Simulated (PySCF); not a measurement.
# U-wB97X/def2-TZVPPD run of AlO (oxoaluminum)

What is the vertical ionisation energy of AlO (oxoaluminum) at U-wB97X/def2-TZVPPD? 

The results are computed with PySCF 2.14.0.

2 further runs of the same task are left out: 2 set aside as unsound or not needed.

### Step 1. Starting point

AlO has 2 atoms, charge 0, and is taken as a doublet. SMILES: `[O]=[Al]`. Geometry: a GFN2-xTB relaxation, a rough one for these elements and not checked as a minimum.

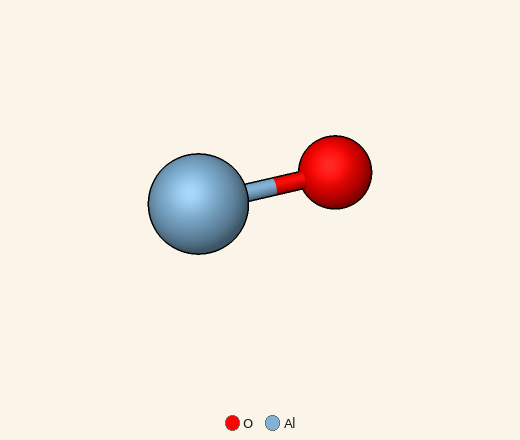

The structure, seen from a chosen angle (oxygen red, aluminium light blue).

### Step 2. A single-point energy at U-wB97X/def2-TZVPPD

Contents of calc.py:

```python
from pyscf import gto, dft

molecule = gto.Mole()
molecule.atom = '''
O      0.000000     0.000000     0.000000
Al     0.000000     0.000000     2.966965
'''
molecule.unit = 'bohr'
molecule.max_memory = 1860
molecule.basis = 'def2-tzvppd'
molecule.spin = 1
molecule.verbose = 3
molecule.build()

mf = dft.UKS(molecule, xc='wb97x')
mf.grids.level = 5
mf.conv_tol = 1e-10
mf.kernel()
if not mf.converged:
    mf = mf.newton().run(mf.mo_coeff, mf.mo_occ)

e_tot = mf.e_tot
print('E = %.10f Eh' % e_tot)
```

On the command line:

```console
$ OMP_NUM_THREADS=1 python calc.py
```

Log:

```text
WARN: HOMO -0.269357310030692 >= LUMO -0.269357310030713

converged SCF energy = -317.615124620714  <S^2> = 0.7607356  2S+1 = 2.0107069
E = -317.6151246207 Eh
```

Run time: 18 s. Hardware: 1 thread of Arm Neoverse V1, shared host; peak memory 0.41 GiB.

### Step 3. The singlet cation, same level

Contents of geometry.xyz:

```xyz
2
AlO
O      0.000000     0.000000     0.000000
Al     0.000000     0.000000     1.570050
```

Contents of calc.py:

```python
from pyscf import gto, dft

mol = gto.Mole()
mol.atom = 'geometry.xyz'
mol.spin = 0
mol.verbose = 3
mol.max_memory = 1860
mol.charge = 1
mol.basis = 'def2-tzvppd'
mol.build()

mf = dft.RKS(mol, xc='wb97x')
mf.grids.level = 5
mf.conv_tol = 1e-10
mf.kernel()
if not mf.converged:
    mf = mf.newton().run(mf.mo_coeff, mf.mo_occ)

e_final = mf.e_tot
print('Final energy', e_final)
```

On the command line:

```console
$ OMP_NUM_THREADS=1 python calc.py
```

Log:

```text
converged SCF energy = -317.235194010286
Final energy -317.2351940102855
```

Wall time 9.9 s (1 thread of Arm Neoverse V1, shared host); peak memory 0.4 GiB.

### Step 4. Results

At U-wB97X/def2-TZVPPD:

```
                                          quantity          value
                         doublet AlO: total energy  -317.61512 Eh
                        doublet AlO: dipole moment         4.43 D
   doublet AlO: HOMO energy (highest over α and β)      -10.01 eV
    doublet AlO: LUMO energy (lowest over α and β)       -2.74 eV
                                 doublet AlO: ⟨S²⟩          0.761
                      singlet cation: total energy  -317.23519 Eh
                       singlet cation: HOMO energy      -18.03 eV
                       singlet cation: LUMO energy      -10.66 eV
                     singlet cation: HOMO–LUMO gap        7.37 eV
vertical ionisation energy (to the singlet cation)      10.338 eV
```

What this shows: The vertical ionisation energy comes to 10.34 eV (238 kcal/mol). Only the singlet of the ionised species was computed; a triplet could lie lower.
